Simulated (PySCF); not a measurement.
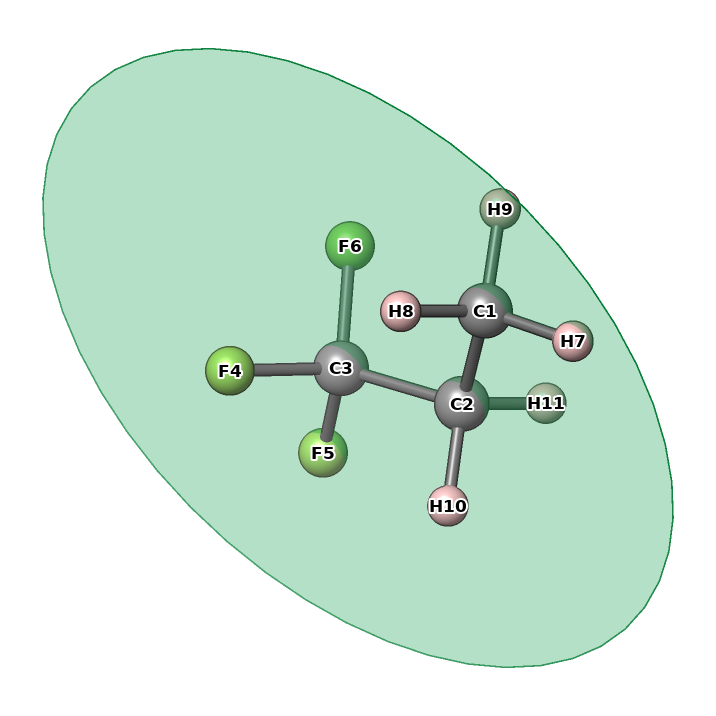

A disc through the centre of mass is drawn in. Distant atoms are faded towards the background colour. The geometry was computed by an optimisation with PBE0-D3(BJ)/def2-TZVP. No frequency run is at hand to confirm it as a minimum.

> Is the plane of the disc a mirror plane of the structure?

Yes. The reflection leaves C1, C2, C3, F5, H7 in place and moves F4 ↔ F6; H8 ↔ H9; H10 ↔ H11. The point group is Cs.
